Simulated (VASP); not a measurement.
Band structure of GdScO3 (relaxed from the LiNbO3 structure, space group R3c). Method: PBEsol GGA, VASP's PBE PAW potentials (set 64) (plane waves; VASP).

The 4f electrons are frozen in the core of the lanthanide potential, so 4f levels, which can set the real gap, and their magnetism are missing.

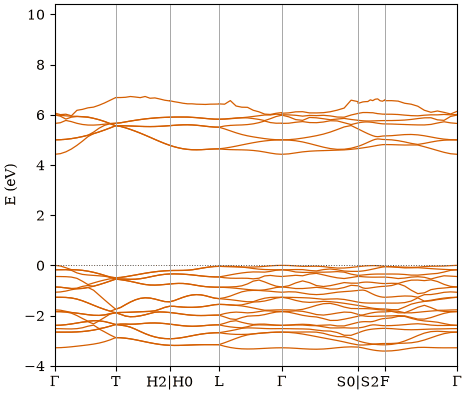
Figure. Bands along high-symmetry lines, zero at the valence-band maximum or, without a gap, the Fermi level

Read the plot: is there a gap, and where are the band edges?

The gap is direct, 4.42 eV, from the valence maximum at Γ to the conduction minimum at Γ. (Edges off the drawn lines would not show.)

The structure was generated: GdScO3 was put into the LiNbO3 type (R3c), which need not be its known phase. It was relaxed first.
